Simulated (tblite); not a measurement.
**C₆H₁₀Ge: saddle-point search**

System: C₆H₁₀Ge.
Method: GFN2-xTB saddle search (eigenvector following) and harmonic vibrations, gas phase (tblite 0.8.0).

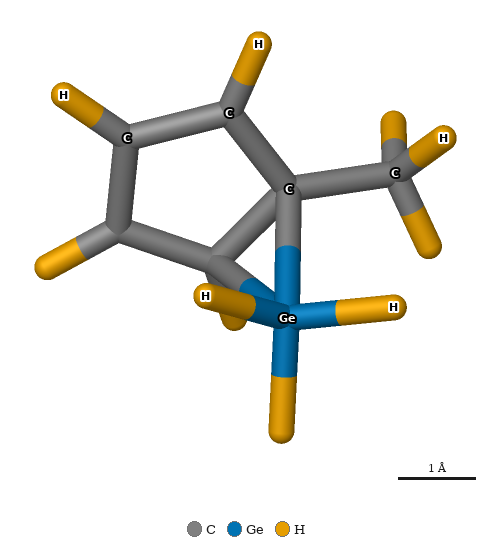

The input geometry (stick view, seen at a tilt). Sticks mark near contacts. Bond lengths as drawn: C–C 1.38 to 1.50 Å, C–Ge 2.17 to 2.27 Å, C–H 1.08 to 1.09 Å and Ge–H 1.49 to 1.52 Å.

Input file:
```
{"job": {"xc": "GFN2-xTB", "basis": "xTB", "kind": "saddle"}, "charge": 0, "multiplicity": 1}
C      0.853075     1.659197    -0.799507
C      0.013758     0.538634    -0.262235
Ge     1.227024    -0.751189     0.997905
C     -1.207936     0.704729     0.440614
C     -1.954091    -0.449571     0.322721
C     -1.269419    -1.369841    -0.474044
C     -0.065917    -0.802256    -0.870745
H      0.342887     2.148813    -1.629730
H      1.810998     1.282918    -1.161163
H      1.042471     2.405652    -0.028142
H      0.319785    -1.299260     2.050308
H      2.182014     0.290594     1.559489
H      2.163740    -1.859383     0.544221
H     -1.506804     1.608611     0.941831
H     -2.916907    -0.620660     0.772239
H     -1.609734    -2.356893    -0.731580
H      0.575057    -1.130096    -1.672182
```

The first line tells a small driver script what to run in tblite; the rest is the geometry in Å.

Run as:
```bash
OMP_NUM_THREADS=1 python <driver script> task.json out
```

What the program printed:
```
step      E/eV     max force
  0    -539.02809   0.0535
  1    -539.02693   0.0338
  2    -539.02696   0.0036
lowest wavenumbers (cm-1): -277.6 149.2 167.2 192.3 212.2 296.7
```

Trajectory as extended XYZ (Å, eV, eV/Å), 3 frames, from step=0 to step=2:
```
17
Properties=species:S:1:pos:R:3:forces:R:3 step=0 energy=-539.02809
C     0.8531    1.6592   -0.7995   -0.0010  -0.0130  -0.0030
C     0.0138    0.5386   -0.2622    0.0130  -0.0210   0.0030
Ge    1.2270   -0.7512    0.9979    0.0010   0.0310   0.0120
C    -1.2079    0.7047    0.4406    0.0150  -0.0150   0.0090
C    -1.9541   -0.4496    0.3227    0.0000   0.0010  -0.0040
C    -1.2694   -1.3698   -0.4740   -0.0130   0.0010  -0.0180
C    -0.0659   -0.8023   -0.8707   -0.0050  -0.0160  -0.0100
H     0.3429    2.1488   -1.6297   -0.0140  -0.0170   0.0040
H     1.8110    1.2829   -1.1612    0.0020   0.0030  -0.0090
H     1.0425    2.4057   -0.0281   -0.0090  -0.0160   0.0020
H     0.3198   -1.2993    2.0503    0.0000   0.0300   0.0100
H     2.1820    0.2906    1.5595    0.0090   0.0090   0.0520
H     2.1637   -1.8594    0.5442    0.0040   0.0490  -0.0210
H    -1.5068    1.6086    0.9418    0.0350  -0.0190   0.0250
H    -2.9169   -0.6207    0.7722   -0.0010   0.0080  -0.0040
H    -1.6097   -2.3569   -0.7316   -0.0330   0.0140  -0.0380
H     0.5751   -1.1301   -1.6722   -0.0070  -0.0310  -0.0070
17
Properties=species:S:1:pos:R:3:forces:R:3 step=1 energy=-539.02693
C     0.8538    1.6617   -0.8018   -0.0010  -0.0010   0.0020
C    -0.0017    0.5530   -0.2735   -0.0080  -0.0070  -0.0210
Ge    1.2256   -0.7782    0.9822    0.0260  -0.0150   0.0110
C    -1.2067    0.7106    0.4372    0.0050   0.0110   0.0020
C    -1.9546   -0.4512    0.3231   -0.0070  -0.0090   0.0030
C    -1.2710   -1.3698   -0.4628   -0.0090  -0.0090   0.0030
C    -0.0489   -0.8064   -0.8446    0.0240   0.0220  -0.0090
H     0.3494    2.1549   -1.6337    0.0010  -0.0010   0.0010
H     1.8091    1.2768   -1.1617   -0.0020   0.0000   0.0010
H     1.0458    2.4058   -0.0293    0.0000   0.0000   0.0000
H     0.3174   -1.3092    2.0418    0.0030   0.0000   0.0040
H     2.1440    0.2954    1.5525   -0.0090  -0.0090  -0.0070
H     2.2069   -1.8589    0.5533   -0.0090   0.0110   0.0050
H    -1.5028    1.6100    0.9477   -0.0010  -0.0010  -0.0010
H    -2.9185   -0.6159    0.7727   -0.0010   0.0010  -0.0020
H    -1.6154   -2.3521   -0.7333    0.0000   0.0030   0.0000
H     0.5677   -1.1265   -1.6697   -0.0110   0.0030   0.0100
17
Properties=species:S:1:pos:R:3:forces:R:3 step=2 energy=-539.02696
C     0.8538    1.6606   -0.8017    0.0000   0.0000   0.0000
C    -0.0012    0.5516   -0.2734   -0.0010   0.0030   0.0010
Ge    1.2273   -0.7771    0.9842   -0.0010   0.0010  -0.0020
C    -1.2065    0.7101    0.4377    0.0000   0.0000   0.0000
C    -1.9555   -0.4508    0.3227    0.0000   0.0000   0.0000
C    -1.2723   -1.3695   -0.4641    0.0000  -0.0010   0.0000
C    -0.0503   -0.8064   -0.8460    0.0000  -0.0030   0.0020
H     0.3495    2.1533   -1.6339    0.0000   0.0000   0.0000
H     1.8093    1.2760   -1.1613    0.0000   0.0000   0.0000
H     1.0454    2.4049   -0.0293    0.0000   0.0000   0.0000
H     0.3218   -1.3107    2.0448    0.0000   0.0000   0.0000
H     2.1435    0.2967    1.5544    0.0000   0.0000   0.0000
H     2.2083   -1.8547    0.5520    0.0000   0.0000   0.0000
H    -1.5018    1.6096    0.9483    0.0000   0.0000   0.0000
H    -2.9200   -0.6147    0.7711    0.0000   0.0000   0.0000
H    -1.6177   -2.3511   -0.7357    0.0000   0.0010   0.0000
H     0.5666   -1.1278   -1.6697    0.0010   0.0000  -0.0010
```

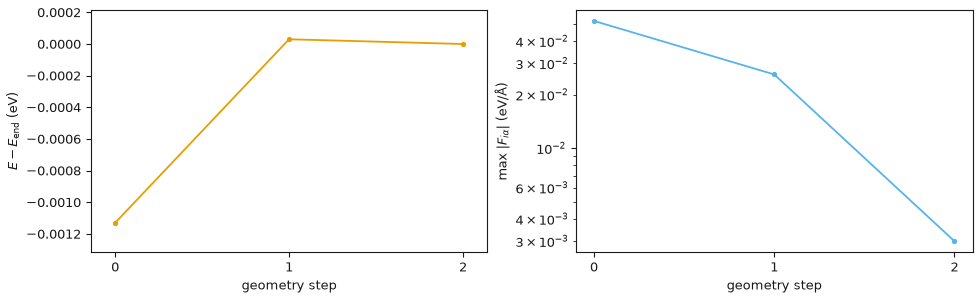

Progress of the saddle-point search, step by step (steps are counted from 0).

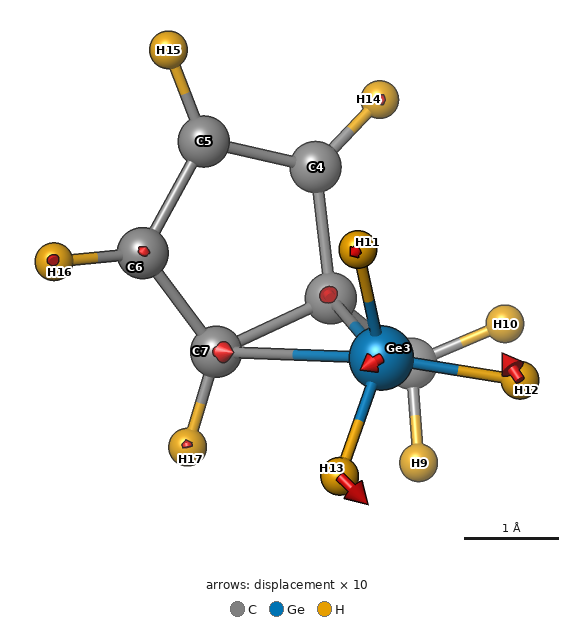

The starting structure with the displacements as red arrows, magnified 10 times (ball-and-stick view, seen at a tilt). The two geometries are laid on each other by the best rigid fit. The energy rises by 0.001 eV in 2 geometry steps. The largest force component goes from 0.052 to 0.003 eV/Å. The atom that moves furthest after the best rigid fit is H13 (0.046 Å). By element the largest moves are H 0.046 Å, C 0.030 Å, Ge 0.029 Å. Among the contacts that change: Ge3–C7 2.273 → 2.232 Å, C2–Ge3 2.173 → 2.204 Å, C2–C4 1.419 → 1.408 Å, C6–C7 1.388 → 1.399 Å. Among the angles that change: Ge3–C2–C7 74.3° → 71.6°, C2–C7–Ge3 67.0° → 69.5°, C7–Ge3–H13 95.1° → 97.3°. (Atoms are counted from 1 in the order of the input.)

Results in brief:

| quantity | value |
| --- | --- |
| outcome | converged |
| total energy | −539.0270 eV |
| point group | C1 |
| hardware | 1 CPU thread, shared host |
| wall time | 2.8 s |
| peak memory | 0.2 GiB |
